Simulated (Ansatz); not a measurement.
GeH4S···HCl

Input file:

```
crystal:
  periodic: [false, false, false]
  atoms:
    - { symbol: Ge, position_ang: [0.0, 0.0, 0.0] }
    - { symbol: Cl, position_ang: [0.0, 0.0, 2.57] }
    - { symbol: H, position_ang: [1.4616, 0.0, -0.5162] }
    - { symbol: H, position_ang: [-0.73, 1.2648, -0.5162] }
    - { symbol: H, position_ang: [-0.73, -1.2648, -0.5162] }
    - { symbol: S, position_ang: [-2.4199, 0.0, 0.8041] }
    - { symbol: H, position_ang: [-3.1755, -0.8728, 0.0121] }
    - { symbol: H, position_ang: [-1.4563, 0.0, 2.0643] }
basis:
  gaussian: { orbitals: def2-SVP }
hamiltonian:
  xc: hf
relax:
  f_tol: 0.15
  max_steps: 25
  restrain:
    - { distance: [0, 5], at: 2.25, k: 30.0 }
    - { distance: [7, 1], at: 1.37, k: 30.0 }
    - { distance: [0, 1], at: 3.42, k: 30.0 }
    - { distance: [7, 5], at: 2.6, k: 30.0 }
output:
  orbitals: {}
```

Command:

```sh
ansatz run input.yaml --threads 1 --pin off --max-ram 2048MiB --backend cpu --events-out ev --progress --plain --runs-dir out
```

The fields are those of the run's last geometry, not of the input's.

Not at a stationary point (largest force 1.4 eV/Å).

Method: Ansatz 0.2.0, RHF/def2-SVP.

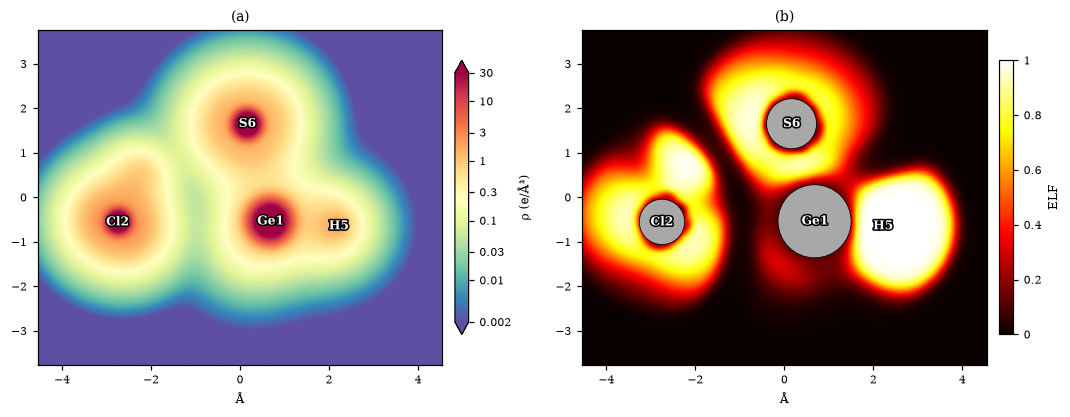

Figure 1. (a) total electron density; (b) electron localisation function on the plane of atoms H5, Ge1 and S6. Grey discs cover the atomic cores in the ELF map.

### Interpret the plot.

The plane passes through Ge, Cl, H and S nuclei.
Ge1···Cl2 (3.43 Å): the density falls to about 0.05 e/Å³ on the way; the ELF dips to about 0 between them.
Ge–S (2.25 Å): ρ at the midpoint is about 0.69 e/Å³; the ELF peaks at about 0.90 in the valence shell of S, 0.9 Å from its nucleus, and is about 0.80 at the midpoint.
Ge–H (1.53 Å): ρ at the midpoint is about 1 e/Å³; the ELF climbs to about 1 towards the hydrogen.
The ELF also peaks beside Cl2 and S6, away from the bonds: lone-pair regions.

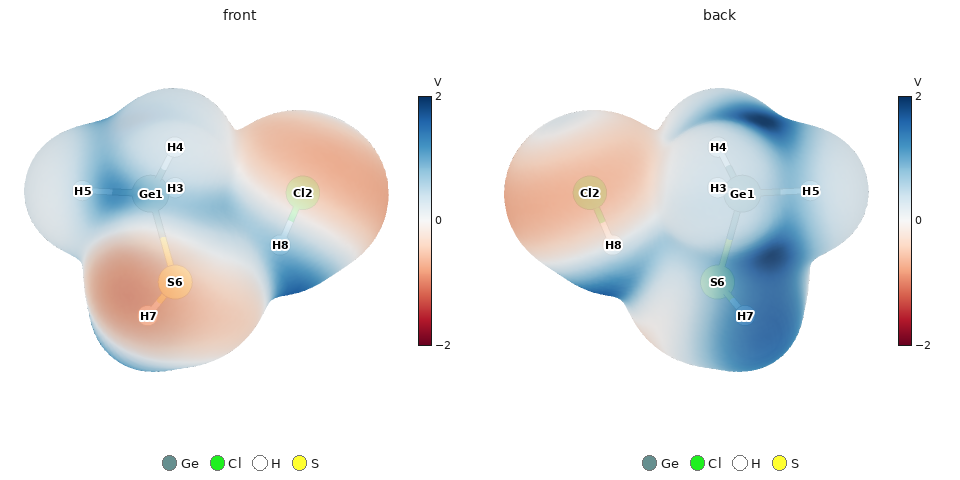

Figure 2. The molecular electrostatic potential painted on the density surface at 0.002 e/bohr³, seen from the front and from behind; the colour scale runs from red (negative) to blue (positive).

### Which sites attract a positive test charge, and which a negative one?

A positive charge is drawn to the negative regions and a negative charge to the positive ones. The most negative region (about −0.9 V, or −21 kcal/mol for a unit charge) lies over S6, the most positive (about +1.9 V, or +44 kcal/mol for a unit charge) over Ge1. Cl2 shows a σ-hole: about +0.2 V at the tip opposite its bond, against about −0.4 V, or −9 kcal/mol for a unit charge on its flanks.

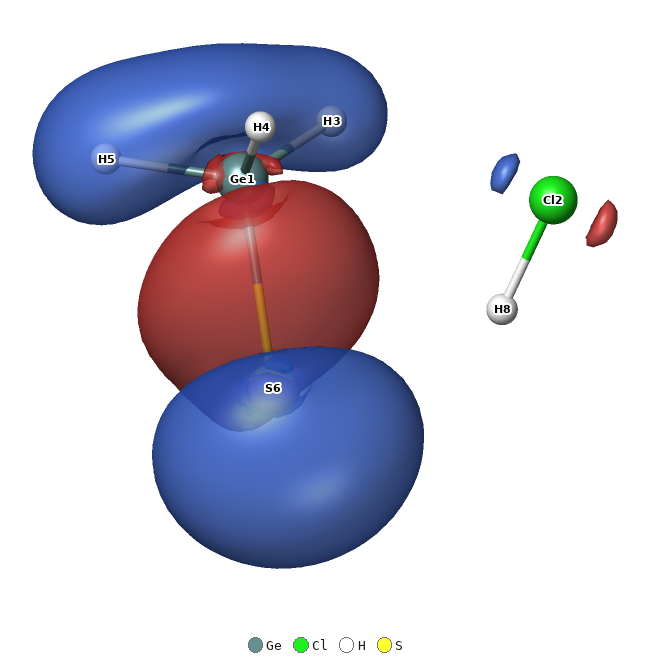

Figure 3. The HOMO−1 at ±0.08 Å⁻³ᐟ² (red and blue are the two phases), seen at a tilt.

### Describe this orbital and give its energy.

By Hirshfeld shares it lies mainly on S6 (about 65 %) and Ge1 (about 20 %). Its energy is −11.96 eV.
